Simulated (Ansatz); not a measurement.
Molecular dynamics, with input and output: ZrNH5SOF2 (part 5 of 5)

Continued. System: ZrNH5SOF2. Method: RKS PBE0/def2-SVP (Ansatz 0.2.0). It belongs to a series of runs on one base structure; here: dynamics from the highest image of the converged band.

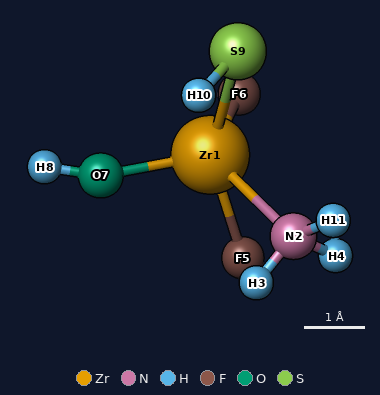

Fig. 1: The geometry at step 174 of the log (ball-and-stick view, seen at a tilt; atoms are numbered from 1 in the order of the input).

## Trajectory as extended XYZ, continued
```
11
Properties=species:S:1:pos:R:3:forces:R:3 step=148 time_fs=74.0 energy=-21152.53542 temperature=651.2
Zr   -0.4399   -0.0316    0.1083    0.6159  -0.0523  -0.3389
N     0.1314   -0.1646    2.5539    3.0048  -0.8883  -3.1645
H     0.5186   -1.0370    2.8702    0.2937  -0.7862  -0.0314
H     0.8681    0.5042    2.7301    0.0996   0.5322   0.1315
F     1.4600   -0.0412    0.2150    1.1670   0.0890   0.2648
F    -0.4808    1.5482   -0.9886   -0.1462  -0.3460   0.0784
O    -0.7279   -1.8069   -0.5550   -0.2009  -0.0960  -0.2655
H    -1.1712   -2.3865   -1.1800    0.0851   0.0257   0.0990
S    -2.6274    0.4085    1.0431   -1.3415   0.4283   0.6462
H    -2.7640   -0.8511    1.5109   -0.0226  -0.0590   0.0245
H    -0.6321   -0.0049    3.0810   -3.5550   1.1526   2.5560
11
Properties=species:S:1:pos:R:3:forces:R:3 step=151 time_fs=75.5 energy=-21152.55214 temperature=662.4
Zr   -0.4454   -0.0311    0.1097    0.8730  -0.0568  -0.3623
N     0.1416   -0.1639    2.5445    0.5743  -1.4283  -1.9916
H     0.5414   -1.0264    2.8702    0.3730  -1.0869  -0.2596
H     0.9041    0.4532    2.6959    0.6026   1.4126   0.3647
F     1.4599   -0.0388    0.2316    1.0604   0.1023   0.2646
F    -0.4821    1.5410   -0.9944   -0.1426  -0.2989   0.0470
O    -0.7262   -1.8020   -0.5605   -0.0845   0.0169  -0.0920
H    -1.1568   -2.3886   -1.1795   -0.0476  -0.1533  -0.0927
S    -2.6201    0.4094    1.0386   -1.4537   0.8371   0.5543
H    -2.7338   -0.8358    1.5075   -0.0736  -0.4512   0.1774
H    -0.6119   -0.0554    3.1545   -1.6815   1.1065   1.3900
11
Properties=species:S:1:pos:R:3:forces:R:3 step=154 time_fs=77.0 energy=-21152.50859 temperature=625.3
Zr   -0.4507   -0.0305    0.1109    1.1534  -0.0708  -0.3660
N     0.1527   -0.1654    2.5321   -1.5908  -1.4932   0.9818
H     0.5716   -1.0377    2.8645    0.0237  -0.5264  -0.6034
H     0.9513    0.4308    2.6691    0.0828   1.1794   0.3621
F     1.4611   -0.0362    0.2485    0.9303   0.1126   0.2503
F    -0.4836    1.5336   -1.0002   -0.1392  -0.2424   0.0106
O    -0.7246   -1.7970   -0.5661   -0.0565   0.0133  -0.0444
H    -1.1433   -2.3938   -1.1807   -0.0884  -0.2136  -0.1571
S    -2.6138    0.4108    1.0345   -1.5962   0.9799   0.5602
H    -2.7051   -0.8299    1.5078   -0.0865  -0.5738   0.2307
H    -0.6266   -0.0821    3.2558    1.3673   0.8349  -1.2249
11
Properties=species:S:1:pos:R:3:forces:R:3 step=157 time_fs=78.5 energy=-21152.33120 temperature=475.2
Zr   -0.4557   -0.0300    0.1121    1.4373  -0.0915  -0.3648
N     0.1616   -0.1691    2.5211   -1.1076  -1.2451   2.6346
H     0.6022   -1.0600    2.8459   -0.3838   0.2293  -0.8496
H     0.9993    0.4327    2.6499   -1.0091   0.3268   0.2021
F     1.4633   -0.0335    0.2656    0.7803   0.1198   0.2223
F    -0.4852    1.5259   -1.0059   -0.1351  -0.1813  -0.0281
O    -0.7232   -1.7920   -0.5719   -0.1582  -0.1851  -0.1941
H    -1.1314   -2.4032   -1.1850    0.0060  -0.0718  -0.0197
S    -2.6086    0.4128    1.0307   -1.7442   0.7629   0.6997
H    -2.6782   -0.8357    1.5128   -0.0706  -0.3331   0.1460
H    -0.6154   -0.0908    3.3333    2.3849   0.6691  -2.4484
11
Properties=species:S:1:pos:R:3:forces:R:3 step=159 time_fs=79.5 energy=-21152.31412 temperature=460.9
Zr   -0.4588   -0.0297    0.1129    1.6268  -0.1093  -0.3623
N     0.1666   -0.1727    2.5159   -0.3738  -0.9755   2.9249
H     0.6185   -1.0733    2.8237   -0.5218   0.5155  -0.8781
H     1.0208    0.4391    2.6397   -1.5015  -0.1397   0.0890
F     1.4653   -0.0317    0.2772    0.6693   0.1228   0.1935
F    -0.4864    1.5206   -1.0098   -0.1320  -0.1406  -0.0536
O    -0.7223   -1.7888   -0.5758   -0.2407  -0.3463  -0.3208
H    -1.1236   -2.4106   -1.1882    0.0867   0.0594   0.1031
S    -2.6058    0.4145    1.0285   -1.8305   0.4974   0.8368
H    -2.6611   -0.8439    1.5180   -0.0584  -0.0512   0.0415
H    -0.5806   -0.0883    3.3571    2.2760   0.5674  -2.5738
11
Properties=species:S:1:pos:R:3:forces:R:3 step=162 time_fs=81.0 energy=-21152.49414 temperature=613.3
Zr   -0.4632   -0.0292    0.1139    1.9008  -0.1403  -0.3556
N     0.1737   -0.1793    2.5117    0.7553  -0.5551   2.0098
H     0.6338   -1.0840    2.7749   -0.4627   0.4592  -0.7139
H     1.0260    0.4457    2.6258   -1.5309  -0.4147  -0.0620
F     1.4688   -0.0288    0.2948    0.4892   0.1238   0.1366
F    -0.4882    1.5126   -1.0156   -0.1268  -0.0831  -0.0892
O    -0.7213   -1.7845   -0.5821   -0.2833  -0.4603  -0.3892
H    -1.1102   -2.4204   -1.1912    0.1306   0.1460   0.1746
S    -2.6026    0.4172    1.0256   -1.9250   0.1138   1.0293
H    -2.6366   -0.8562    1.5262   -0.0534   0.3545  -0.1111
H    -0.4898   -0.0746    3.3485    1.1063   0.4562  -1.6292
11
Properties=species:S:1:pos:R:3:forces:R:3 step=165 time_fs=82.5 energy=-21152.57577 temperature=681.5
Zr   -0.4672   -0.0287    0.1149    2.1355  -0.1691  -0.3517
N     0.1820   -0.1868    2.5104    2.0239  -0.4722  -1.0340
H     0.6396   -1.0856    2.7111   -0.1495  -0.0788  -0.3769
H     0.9999    0.4443    2.6105   -0.6159  -0.0906  -0.2207
F     1.4730   -0.0258    0.3125    0.3011   0.1187   0.0734
F    -0.4903    1.5045   -1.0215   -0.1198  -0.0335  -0.1200
O    -0.7206   -1.7807   -0.5889   -0.2002  -0.3480  -0.2546
H    -1.0941   -2.4274   -1.1906    0.0535   0.0299   0.0555
S    -2.6007    0.4200    1.0234   -1.9716  -0.0859   1.1341
H    -2.6132   -0.8613    1.5322   -0.0663   0.5684  -0.1891
H    -0.3775   -0.0508    3.3081   -1.3905   0.5610   1.2841
11
Properties=species:S:1:pos:R:3:forces:R:3 step=168 time_fs=84.0 energy=-21152.42537 temperature=556.8
Zr   -0.4706   -0.0283    0.1157    2.3101  -0.1915  -0.3535
N     0.1933   -0.1951    2.5075    1.6923  -0.7341  -3.3516
H     0.6422   -1.0890    2.6392    0.1910  -0.6429   0.0130
H     0.9615    0.4418    2.5903    0.9184   0.6849  -0.4049
F     1.4775   -0.0226    0.3303    0.1200   0.1087   0.0102
F    -0.4924    1.4963   -1.0276   -0.1100   0.0108  -0.1472
O    -0.7203   -1.7774   -0.5961   -0.0811  -0.1448  -0.0499
H    -1.0770   -2.4339   -1.1890   -0.0557  -0.1598  -0.1236
S    -2.6001    0.4228    1.0220   -1.9788  -0.0272   1.1166
H    -2.5913   -0.8545    1.5342   -0.0877   0.5127  -0.1587
H    -0.2939   -0.0149    3.2949   -2.9185   0.5833   3.4496
11
Properties=species:S:1:pos:R:3:forces:R:3 step=171 time_fs=85.5 energy=-21152.49947 temperature=616.6
Zr   -0.4735   -0.0279    0.1165    2.4239  -0.2176  -0.3490
N     0.2069   -0.2044    2.5001   -0.8008   0.0255  -0.8176
H     0.6484   -1.1053    2.5676    0.2874  -0.6143   0.3481
H     0.9416    0.4531    2.5616    1.6446   0.9296  -0.5490
F     1.4821   -0.0193    0.3481   -0.0358   0.0997  -0.0598
F    -0.4947    1.4882   -1.0338   -0.0969   0.0570  -0.1737
O    -0.7200   -1.7743   -0.6033   -0.0532  -0.0965   0.0102
H    -1.0610   -2.4435   -1.1898   -0.0715  -0.1869  -0.1528
S    -2.6009    0.4256    1.0214   -1.9612   0.2682   0.9857
H    -2.5712   -0.8371    1.5331   -0.1048   0.2093  -0.0256
H    -0.2671    0.0316    3.3466   -1.2318  -0.4741   0.7837
11
Properties=species:S:1:pos:R:3:forces:R:3 step=174 time_fs=87.0 energy=-21152.41631 temperature=546.5
Zr   -0.4758   -0.0276    0.1172    2.4803  -0.2561  -0.3267
N     0.2195   -0.2135    2.4914   -1.3874   1.2995   1.6999
H     0.6604   -1.1336    2.5032    0.0942   0.0926   0.6004
H     0.9543    0.4823    2.5212    0.7842  -0.0710  -0.5507
F     1.4867   -0.0159    0.3659   -0.1592   0.0959  -0.1421
F    -0.4971    1.4801   -1.0403   -0.0809   0.1035  -0.1986
O    -0.7198   -1.7713   -0.6105   -0.1241  -0.2539  -0.1081
H    -1.0462   -2.4568   -1.1936    0.0140   0.0000  -0.0013
S    -2.6030    0.4286    1.0214   -1.9241   0.6727   0.7934
H    -2.5534   -0.8154    1.5314   -0.1095  -0.2130   0.1594
H    -0.2673    0.0680    3.4158    0.4127  -1.4701  -1.9256
11
Properties=species:S:1:pos:R:3:forces:R:3 step=177 time_fs=88.5 energy=-21152.26089 temperature=415.1
Zr   -0.4776   -0.0274    0.1178    2.4905  -0.3112  -0.2907
N     0.2301   -0.2208    2.4850   -0.5820   1.9630   2.2173
H     0.6744   -1.1598    2.4517   -0.1556   0.8429   0.7771
H     0.9836    0.5098    2.4693   -0.3605  -1.2222  -0.3560
F     1.4911   -0.0123    0.3835   -0.2530   0.0996  -0.2406
F    -0.4996    1.4721   -1.0469   -0.0642   0.1428  -0.2183
O    -0.7198   -1.7687   -0.6179   -0.1809  -0.3979  -0.2161
H    -1.0313   -2.4701   -1.1974    0.0883   0.1888   0.1432
S    -2.6064    0.4320    1.0219   -1.8610   0.9504   0.6376
H    -2.5380   -0.7981    1.5331   -0.1070  -0.5163   0.2969
H    -0.2605    0.0740    3.4468    0.9854  -1.7401  -2.7503
11
Properties=species:S:1:pos:R:3:forces:R:3 step=180 time_fs=90.0 energy=-21152.33838 temperature=480.7
Zr   -0.4787   -0.0272    0.1184    2.4551  -0.3843  -0.2570
N     0.2399   -0.2251    2.4820    0.2303   1.7689   1.2413
H     0.6852   -1.1688    2.4168   -0.2505   1.0670   0.8283
H     1.0062    0.5122    2.4099   -0.8612  -1.5941  -0.0627
F     1.4952   -0.0087    0.4008   -0.3217   0.1122  -0.3467
F    -0.5021    1.4643   -1.0538   -0.0481   0.1689  -0.2288
O    -0.7200   -1.7666   -0.6256   -0.1399  -0.3162  -0.1495
H    -1.0145   -2.4797   -1.1984    0.0684   0.1734   0.1178
S    -2.6110    0.4360    1.0229   -1.7543   0.8936   0.6080
H    -2.5248   -0.7913    1.5410   -0.1152  -0.4901   0.2938
H    -0.2336    0.0435    3.4208    0.7371  -1.3994  -2.0446
11
Properties=species:S:1:pos:R:3:forces:R:3 step=183 time_fs=91.5 energy=-21152.49475 temperature=611.7
Zr   -0.4792   -0.0271    0.1189    2.3624  -0.4684  -0.2426
N     0.2499   -0.2267    2.4806    1.0537   0.7446  -1.5242
H     0.6910   -1.1560    2.3993   -0.0970   0.5661   0.6962
H     1.0115    0.4818    2.3491   -0.5834  -1.0435   0.1938
F     1.4990   -0.0049    0.4177   -0.3704   0.1318  -0.4413
F    -0.5047    1.4567   -1.0610   -0.0327   0.1793  -0.2287
O    -0.7205   -1.7649   -0.6334   -0.0272  -0.0310   0.0626
H    -0.9964   -2.4858   -1.1971   -0.0197  -0.0267  -0.0488
S    -2.6169    0.4406    1.0243   -1.5937   0.5266   0.7002
H    -2.5142   -0.7946    1.5550   -0.1451  -0.1572   0.1539
H    -0.1926   -0.0161    3.3541   -0.5469  -0.4216   0.6788
11
Properties=species:S:1:pos:R:3:forces:R:3 step=186 time_fs=93.0 energy=-21152.37770 temperature=515.1
Zr   -0.4792   -0.0271    0.1193    2.2161  -0.5504  -0.2443
N     0.2616   -0.2272    2.4768    1.1576  -0.4411  -4.4129
H     0.6952   -1.1320    2.3966    0.2947  -0.5235   0.4025
H     1.0054    0.4302    2.2922    0.4118   0.2719   0.3020
F     1.5023   -0.0010    0.4341   -0.3994   0.1543  -0.5221
F    -0.5074    1.4493   -1.0684   -0.0173   0.1792  -0.2207
O    -0.7209   -1.7633   -0.6412    0.0563   0.2055   0.2261
H    -0.9787   -2.4925   -1.1968   -0.0770  -0.1738  -0.1666
S    -2.6238    0.4456    1.0262   -1.3966   0.0798   0.8228
H    -2.5067   -0.8012    1.5722   -0.1859   0.2521  -0.0269
H    -0.1641   -0.0846    3.3035   -2.0600   0.5460   3.8400
11
Properties=species:S:1:pos:R:3:forces:R:3 step=188 time_fs=94.0 energy=-21152.37036 temperature=507.8
Zr   -0.4789   -0.0272    0.1196    2.1009  -0.5981  -0.2384
N     0.2703   -0.2278    2.4709   -0.3247  -0.7764  -3.4292
H     0.7009   -1.1206    2.4001    0.5363  -1.1803   0.2094
H     1.0048    0.3972    2.2577    1.1604   1.1825   0.3093
F     1.5043    0.0017    0.4447   -0.3996   0.1701  -0.5847
F    -0.5092    1.4445   -1.0735   -0.0066   0.1789  -0.2137
O    -0.7212   -1.7621   -0.6462    0.0601   0.2168   0.2258
H    -0.9678   -2.4988   -1.1984   -0.0644  -0.1328  -0.1385
S    -2.6290    0.4490    1.0277   -1.2622  -0.1483   0.8737
H    -2.5039   -0.8031    1.5836   -0.2091   0.4538  -0.1197
H    -0.1673   -0.1252    3.3105   -1.5910   0.6338   3.1061
11
Properties=species:S:1:pos:R:3:forces:R:3 step=191 time_fs=95.5 energy=-21152.41178 temperature=541.7
Zr   -0.4781   -0.0275    0.1199    1.9061  -0.6514  -0.1977
N     0.2826   -0.2298    2.4581   -2.4568  -1.0974   0.2036
H     0.7190   -1.1248    2.4087    0.4601  -1.1310   0.0694
H     1.0252    0.3697    2.2120    1.2722   1.4924   0.5238
F     1.5068    0.0059    0.4601   -0.3557   0.1975  -0.7068
F    -0.5118    1.4374   -1.0814    0.0113   0.1793  -0.2009
O    -0.7215   -1.7600   -0.6535    0.0174   0.0562   0.1030
H    -0.9523   -2.5101   -1.2030    0.0013   0.0910   0.0203
S    -2.6374    0.4539    1.0306   -1.0715  -0.2964   0.8591
H    -2.5035   -0.7977    1.5984   -0.2261   0.5588  -0.1715
H    -0.1955   -0.1750    3.3678    0.4417   0.6009  -0.5023
11
Properties=species:S:1:pos:R:3:forces:R:3 step=194 time_fs=97.0 energy=-21152.29318 temperature=441.4
Zr   -0.4768   -0.0279    0.1202    1.6969  -0.6770  -0.1285
N     0.2914   -0.2334    2.4454   -1.8577  -1.3603   1.7785
H     0.7463   -1.1515    2.4190   -0.0735   0.0090   0.0163
H     1.0706    0.3720    2.1780    0.0174   0.4885   1.0426
F     1.5090    0.0104    0.4746   -0.2692   0.2333  -0.8490
F    -0.5145    1.4305   -1.0894    0.0310   0.1729  -0.1816
O    -0.7218   -1.7579   -0.6607   -0.0015  -0.0645   0.0181
H    -0.9369   -2.5195   -1.2071    0.0419   0.2639   0.1373
S    -2.6465    0.4587    1.0340   -0.8969  -0.1891   0.7190
H    -2.5079   -0.7806    1.6098   -0.2165   0.4039  -0.1003
H    -0.2161   -0.2115    3.4176    1.5283   0.7194  -2.4523
11
Properties=species:S:1:pos:R:3:forces:R:3 step=197 time_fs=98.5 energy=-21152.22130 temperature=380.7
Zr   -0.4750   -0.0284    0.1205    1.5272  -0.6694  -0.0658
N     0.2975   -0.2392    2.4353   -0.3760  -1.4373   1.7514
H     0.7721   -1.1783    2.4295   -0.5109   0.9660  -0.0820
H     1.1167    0.3850    2.1662   -1.1700  -0.5008   1.3599
F     1.5109    0.0151    0.4882   -0.1917   0.2681  -1.0010
F    -0.5171    1.4239   -1.0977    0.0477   0.1524  -0.1524
O    -0.7221   -1.7558   -0.6678    0.0456   0.0513   0.1047
H    -0.9207   -2.5237   -1.2087    0.0135   0.1951   0.0822
S    -2.6563    0.4634    1.0379   -0.7384   0.1199   0.4788
H    -2.5169   -0.7551    1.6192   -0.1847   0.0449   0.0735
H    -0.2055   -0.2326    3.4175    1.5377   0.8097  -2.5494
11
Properties=species:S:1:pos:R:3:forces:R:3 step=200 time_fs=100.0 energy=-21152.33450 temperature=476.2
Zr   -0.4729   -0.0291    0.1207    1.4361  -0.6221  -0.0365
N     0.3029   -0.2471    2.4277    0.8816  -1.2547   0.5010
H     0.7875   -1.1858    2.4382   -0.5673   1.0776  -0.2097
H     1.1388    0.3883    2.1830   -1.5870  -0.8420   1.2835
F     1.5125    0.0201    0.5006   -0.1731   0.2809  -1.1662
F    -0.5197    1.4174   -1.1061    0.0573   0.1170  -0.1132
O    -0.7223   -1.7537   -0.6747    0.1225   0.3247   0.3025
H    -0.9042   -2.5240   -1.2086   -0.0488  -0.0404  -0.0849
S    -2.6666    0.4681    1.0421   -0.5871   0.4683   0.2187
H    -2.5299   -0.7288    1.6302   -0.1476  -0.3504   0.2726
H    -0.1632   -0.2363    3.3651    0.6132   0.8413  -0.9678
```

The run was set up as follows.

## The input
```yaml
crystal:
  periodic: [false, false, false]
  atoms:
    - { symbol: Zr, position_ang: [-0.250378, -0.056139, 0.13516] }
    - { symbol: "N", position_ang: [-0.211714, 0.023186, 2.277356] }
    - { symbol: H, position_ang: [-0.042106, -0.813192, 2.837079] }
    - { symbol: H, position_ang: [0.224272, 0.807226, 2.765282] }
    - { symbol: F, position_ang: [1.631842, -0.163136, -0.181557] }
    - { symbol: F, position_ang: [-0.552455, 1.594484, -0.777513] }
    - { symbol: O, position_ang: [-0.846345, -1.760208, -0.496211] }
    - { symbol: H, position_ang: [-1.132302, -2.444451, -1.101857] }
    - { symbol: S, position_ang: [-2.932016, 0.396844, 1.203539] }
    - { symbol: H, position_ang: [-3.221353, -0.918871, 1.298132] }
    - { symbol: H, position_ang: [-1.710646, 0.256456, 2.086389] }
basis:
  gaussian: { orbitals: def2-SVP }
hamiltonian:
  xc: pbe0
md:
  timestep: 0.5
  n_steps: 200
  ensemble: nve
  temperature: 100.0
  initial_velocities: maxwell_boltzmann
  seed: 10866
```

Command:
```bash
ansatz run input.yaml --threads 4 --pin off --max-ram 5120MiB --backend cpu --events-out ev --progress --plain --runs-dir out
```

## Summary

- outcome: finished
- mean temperature over the second half: 582 K
- trajectory: 200 steps, 100 fs
- ensemble: nve
- temperature in the input: 100.0 K
- time step: 0.5 fs
- potential energy (last step): −21152.3346 eV
- mean-field energy (last step): −21152.3346 eV
- largest force (length of the vector) (last step): 2.208 eV/Å
- hardware: 4 threads of Intel Xeon @ 2.50GHz (Skylake/Cascade Lake), 12 GiB of memory available, shared host
- wall time: 14 min (CPU time 52 min)
- peak memory: 0.39 GiB

## Remarks

So short a trajectory is not equilibrated.
